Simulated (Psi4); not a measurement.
# UMP2/aug-cc-pVDZ run of SiF3 (trifluorosilyl)

What is the energy change on altering one bond length of SiF3 (trifluorosilyl) at UMP2/aug-cc-pVDZ? 

The calculation is run with Psi4 1.11.

2 further runs of the same task are left out: 2 set aside as unsound or not needed.

### 1 Starting point

SiF3: 4 atoms, total charge 0, spin state doublet. SMILES: `F[Si](F)F`. The shape is that of a PBE0-D4/def2-TZVP optimisation.

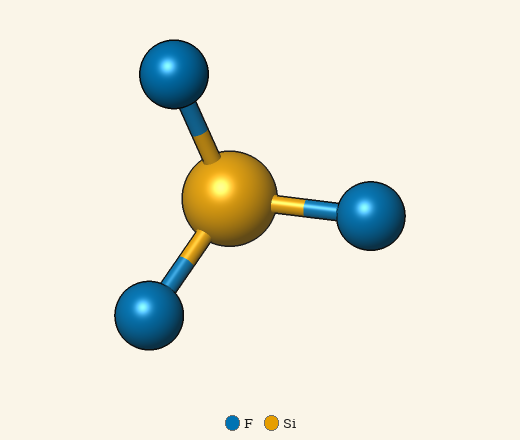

The structure, seen from a chosen angle (fluorine blue, silicon amber).

### 2 A single-point energy at UMP2/aug-cc-pVDZ

f3si.in reads:

```
memory 1600 mb

molecule m {
  0 2
  F      0.784850    -0.507040     1.151700
  Si    -0.282750     0.213060     0.234280
  F     -0.994260    -0.892250    -0.644340
  F      0.492160     1.186230    -0.741640
  units angstrom
  symmetry c1
}

set {
  basis aug-cc-pVDZ
  reference uhf
  puream true
  e_convergence 1e-09
  d_convergence 1e-08
  scf_type pk
  num_frozen_docc 8
  mp2_type conv
  maxiter 100
}

e, wfn = energy('mp2', return_wfn=True)
print_variables()
```

Command:

```
$ psi4 -n 1 f3si.in f3si.out
```

f3si.out (excerpt; [...] marks lines left out):

```text
[...]
  Running in c1 symmetry.
[...]
  Nuclear repulsion =  176.798451223300987
[...]
  Multiplicity = 2
[...]
  Nalpha       = 21
  Nbeta        = 20
[...]
    Number of basis functions: 96
[...]
   @UHF iter   1:  -587.33300928740971   -8.82706e-01   5.26789e-03 DIIS/ADIIS
[...]
   @UHF iter  12:  -587.42916546822994   -4.09273e-12   6.85534e-09 DIIS
[...]
   @S^2 Observed:                7.518771142E-01
[...]
    Orbital Energies [Eh]
    ---------------------
    Alpha Occupied:
       1A    -68.953404     2A    -26.340297     3A    -26.340276
       4A    -26.340267     5A     -6.285692     6A     -4.395185
       7A     -4.389972     8A     -4.389972     9A     -1.659389
      10A     -1.630701    11A     -1.630676    12A     -0.848460
      13A     -0.765025    14A     -0.765003    15A     -0.738347
      16A     -0.709070    17A     -0.709058    18A     -0.680422
      19A     -0.680403    20A     -0.664306    21A     -0.429466
    Alpha Virtual:
      22A      0.054795    23A      0.054801    24A      0.056901
      25A      0.072395    26A      0.167329    27A      0.167359
[...]
  @UHF Final Energy:  -587.42916546822994
   => Energetics <=
    Nuclear Repulsion Energy =            176.7984512233009866
    One-Electron Energy =               -1170.4016050669160904
    Two-Electron Energy =                 406.1739883753851927
    Total Energy =                       -587.4291654682299395
  UHF NO Occupations:
  HONO-2 :   19  A 1.9998649
  HONO-1 :   20  A 1.9994152
[...]
 Multipole Moments:
 ------------------------------------------------------------------------------------
     Multipole            Electronic (a.u.)      Nuclear  (a.u.)        Total (a.u.)
 ------------------------------------------------------------------------------------
 L = 1.  Multiply by 2.5417464519 to convert [e a0] to [Debye]
 Dipole X            :         -0.0366612           -0.3567990           -0.3934602
 Dipole Y            :          0.0274130            0.2688580            0.2962710
 Dipole Z            :          0.0302235            0.2956353            0.3258587
 Magnitude           :                                                    0.5905687
[...]
	SCS-MP2 Total Energy (a.u.)        :  -588.08751973101607
	SOS-MP2 Total Energy (a.u.)        :  -588.02367325215232
	SCSN-MP2 Total Energy (a.u.)       :  -587.76627487663075
[...]
	SOS-PI-MP2 Total Energy (a.u.)     :  -588.12275788280613
[...]
	MP2 Total Energy (a.u.)            :  -588.11612805809000
[...]
```

Run time: 14 s. Hardware: 1 thread of Intel Xeon at 2.70GHz, shared host; peak memory 0.59 GiB.

### 3 The distorted shape at the same level

job.dat reads:

```
memory 1600 mb

molecule {
  0 2
  F
  Si 1 1.8183
  F 2 1.581117 1 107.93279
  F 2 1.581128 3 107.92824 1 116.38705
  symmetry c1
}

set basis aug-cc-pVDZ
set reference uhf
set puream true
set e_convergence 1e-09
set d_convergence 1e-08
set scf_type pk
set num_frozen_docc 8
set mp2_type conv
set maxiter 100

e_tot, wfn = energy("mp2", return_wfn=True)
print_variables()
```

Command:

```
$ psi4 job.dat job.out -n 1
```

job.out (excerpt; [...] marks lines left out):

```text
[...]
  Running in c1 symmetry.
[...]
  Nuclear repulsion =  168.918873944080616
[...]
  Multiplicity = 2
[...]
  Nalpha       = 21
  Nbeta        = 20
[...]
    Number of basis functions: 96
[...]
   @UHF iter   1:  -587.29508435591072   -1.07599e+00   5.52532e-03 ADIIS/DIIS
[...]
   @UHF iter  14:  -587.40690155177879   -1.47793e-12   3.21481e-09 DIIS
[...]
   @S^2 Observed:                7.534871382E-01
[...]
  @UHF Final Energy:  -587.40690155177879
   => Energetics <=
    Nuclear Repulsion Energy =            168.9188739440806160
    One-Electron Energy =               -1154.6879727696909868
    Two-Electron Energy =                 398.3621972738315549
    Total Energy =                       -587.4069015517789012
  UHF NO Occupations:
  HONO-2 :   19  A 1.9996894
  HONO-1 :   20  A 1.9988161
[...]
 Multipole Moments:
 ------------------------------------------------------------------------------------
     Multipole            Electronic (a.u.)      Nuclear  (a.u.)        Total (a.u.)
 ------------------------------------------------------------------------------------
 L = 1.  Multiply by 2.5417464519 to convert [e a0] to [Debye]
 Dipole X            :          0.0418021            0.4251358            0.4669379
 Dipole Y            :          0.0257525            0.2635390            0.2892915
 Dipole Z            :          0.4541436            0.2666461            0.7207896
 Magnitude           :                                                    0.9062331
[...]
	SCS-MP2 Total Energy (a.u.)        :  -588.07532030374909
	SOS-MP2 Total Energy (a.u.)        :  -588.01056972908918
	SCSN-MP2 Total Energy (a.u.)       :  -587.74878458598300
[...]
	SOS-PI-MP2 Total Energy (a.u.)     :  -588.11118109197423
[...]
	MP2 Total Energy (a.u.)            :  -588.10421009018376
[...]
```

It took 16 s on 1 thread of Intel Xeon at 2.70GHz, shared host; peak memory 0.54 GiB.

### 4 Results

Level: UMP2/aug-cc-pVDZ, 8 core orbitals frozen.

| quantity | value |
| --- | --- |
| first shape: total energy | -588.11613 Eh |
| first shape: HOMO energy (Hartree–Fock orbitals) (highest over α and β) | -11.69 eV |
| first shape: LUMO energy (Hartree–Fock orbitals) (lowest over α and β) | 0.07 eV |
| first shape: correlation energy (8 core orbitals frozen) | -687.0 mEh |
| first shape: ⟨S²⟩ of the reference determinant | 0.752 |
| distorted shape: total energy | -588.10421 Eh |
| distorted shape: HOMO energy (Hartree–Fock orbitals) (highest over α and β) | -12.28 eV |
| distorted shape: LUMO energy (Hartree–Fock orbitals) (lowest over α and β) | -0.42 eV |
| distorted shape: correlation energy (8 core orbitals frozen) | -697.3 mEh |
| distorted shape: ⟨S²⟩ of the reference determinant | 0.753 |
| energy change with the F1–Si2 bond stretched from 1.581 to 1.818 Å | 0.324 eV |

With the F1–Si2 bond stretched from 1.581 to 1.818 Å the energy rises by 0.32 eV (7.5 kcal/mol). The first shape isn't relaxed at this level, so the change isn't measured from a minimum.
